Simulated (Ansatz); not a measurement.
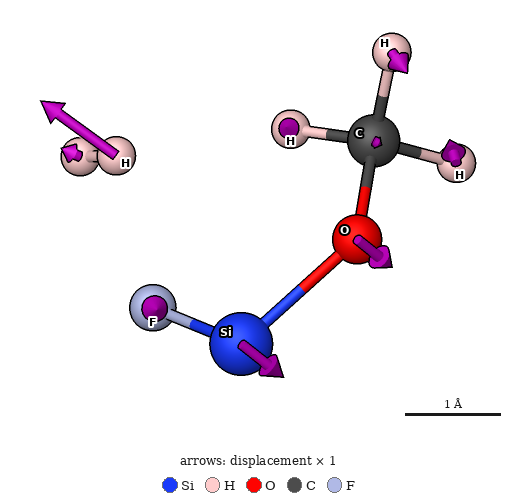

This is a relaxation of CH5FOSi. The starting structure is drawn; purple arrows show the displacements, at their true length. The two geometries are superimposed by the best rigid fit.

Style: ball-and-stick. Shown at a tilt.

The run prepares an end point of a later path (reaction) calculation, from a guessed geometry.

These are results of RKS PBE0/6-31G* in Ansatz 0.2.0, not measurements.

The input:
```yaml
crystal:
  periodic: [false, false, false]
  atoms:
    - { symbol: Si, position_ang: [0.153571, -0.42196, -1.230341] }
    - { symbol: H, position_ang: [0.564748, 0.177885, 1.336558] }
    - { symbol: H, position_ang: [0.974179, 0.678929, 1.050127] }
    - { symbol: O, position_ang: [-0.708287, 0.972097, -1.40809] }
    - { symbol: C, position_ang: [-1.950939, 1.336384, -0.835217] }
    - { symbol: H, position_ang: [-2.295105, 0.612106, -0.09192] }
    - { symbol: H, position_ang: [-1.843399, 2.316106, -0.3669] }
    - { symbol: H, position_ang: [-2.695554, 1.407191, -1.632766] }
    - { symbol: F, position_ang: [-0.826814, -1.297838, -0.262851] }
basis:
  gaussian: { orbitals: "6-31G*" }
hamiltonian:
  xc: pbe0
relax:
  f_tol: 0.03
  max_steps: 50
```

Command:
```bash
ansatz run input.yaml --threads 1 --pin off --max-ram 2048MiB --backend cpu --events-out ev --progress --plain --runs-dir out
```

### Describe the change and its energy.

The largest move after the best rigid fit is that of H3, 1.00 Å. By element the largest moves are H 1.00 Å, Si 0.64 Å, O 0.63 Å, F 0.42 Å, C 0.11 Å. Among the contacts that change: H2–H3 0.708 → 0.745 Å. The energy falls by 0.130 eV in 16 accepted moves (18 points after the start). The largest force component goes from 1.1 to 0.025 eV/Å. The line search rejected the trial steps at points 13, 17 of the run. The forces were under the threshold at step 12, but the run went on from there. Cost: 63 s on 1 thread of Arm Neoverse V1 (shared host), peak memory 0.17 GiB.

Limits of the set-up: the start holds two separate molecules, 2.6 Å apart at their closest, whose relative position is a soft coordinate and is computed without a dispersion correction.
